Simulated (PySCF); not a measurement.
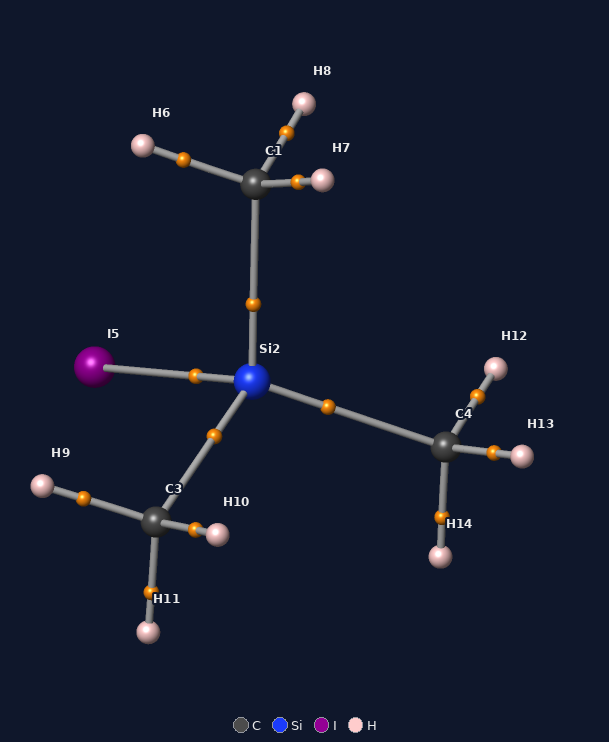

*C$_{3}$H$_{9}$ISi, SMILES `C[Si](C)(C)I`. Molecular graph of the electron density (QTAIM): bond paths, bond critical points (orange), ring points (yellow, if any); weak paths are dashed.*

PySCF calculation, PBE/def2-TZVP, gas phase; geometry: GFN2-xTB. Core potentials replace the inner electrons of I; spin–orbit coupling isn't included. No frequency check shows the geometry to be a minimum. GFN2-xTB bond lengths at metals and heavier atoms can be off by up to 0.1 Å and shapes distorted, which carries into these values.

Input script:

```python
import numpy as np
from pyscf import gto, scf, dft
from pyscf.scf import atom_ks, atom_hf
from scipy.linalg import block_diag

def solve(mol, dm0=None, hcore=None):
    mf = (dft.UKS if mol.spin else dft.RKS)(mol, xc='pbe')
    mf.grids.level = 3
    mf = mf.density_fit(auxbasis='def2-universal-jkfit')
    mf.conv_tol, mf.max_cycle = 1e-8, 80
    if hcore is not None:
        mf.get_hcore = lambda *args: hcore
    mf.kernel(dm0)
    if not mf.converged:
        mf = mf.newton().run(mf.mo_coeff, mf.mo_occ, max_cycle=30)
    assert mf.converged, 'SCF not converged'
    return mf

mol = gto.M(atom='''
C      1.78233    -0.32434     1.78988
Si     1.24484     0.00003     0.00001
C      1.78231    -1.38797    -1.17582
C      1.78237     1.71222    -0.61409
I     -1.25551     0.00001     0.00001
H      1.40641    -1.27955     2.14555
H      2.86458    -0.33863     1.88027
H      1.40685     0.44525     2.45784
H      1.40613    -2.35157    -0.84362
H      2.86456    -1.45913    -1.23336
H      1.40642    -1.21837    -2.18089
H      1.40649     2.49785     0.03531
H      2.86463     1.79760    -0.64693
H      1.40622     1.90634    -1.61471
''', basis='def2-tzvp', ecp={'I': 'def2-tzvp'}, charge=0, spin=0, verbose=4)
mf = solve(mol)
mf.analyze()
# spherically averaged free atoms, for the promolecule
atom_ks.AtomSphAverageRKS.init_guess_by_vsap = lambda self, mol=None: self.init_guess_by_minao(mol)  # core potentials
atm = atom_ks.get_atm_nrks(mol, xc='pbe')
pro = block_diag(*[(atm[a[0]][2] * atm[a[0]][3]) @ atm[a[0]][2].T for a in mol._atom])
np.savez('result.npz', e=mf.e_tot, c=mf.mo_coeff, occ=mf.mo_occ, eps=mf.mo_energy, pro=pro, dip=mf.dip_moment(verbose=0), s2=mf.spin_square()[0])
```

Command:

```sh
OMP_NUM_THREADS=1 python input.py
```

The run took 75 s on 1 thread of Arm Neoverse V1, with other jobs on the host, peak memory 0.78 GiB.

Partitions, critical points and surface values were worked out afterwards from this run's density.

How many critical points of each kind are there, and does the count close?

Answer. 14 nuclei, 13 bond, 0 ring and 0 cage critical points: 14 − 13 + 0 − 0 = 1, as the Poincaré–Hopf relation requires.

Tabulate density, Laplacian, ellipticity and energy density at the bond critical points (atomic units).

Answer.
```tsv
bond	length (Å)	ρ (a.u.)	∇²ρ (a.u.)	ε	H (a.u.)
C1–H8 (6 alike)	1.086	0.274	−0.90	0.02	−0.272
C3–H10 (3 alike)	1.086	0.272	−0.89	0.02	−0.271
C1–Si2 (3 alike)	1.897	0.118	+0.12	0.02	−0.073
Si2–I5	2.500	0.074	−0.06	0.00	−0.043
```

What kind of interaction is C3–H10?

Answer. Shared-shell (covalent): ρ = 0.272, ∇²ρ = −0.89, H = −0.271 a.u.
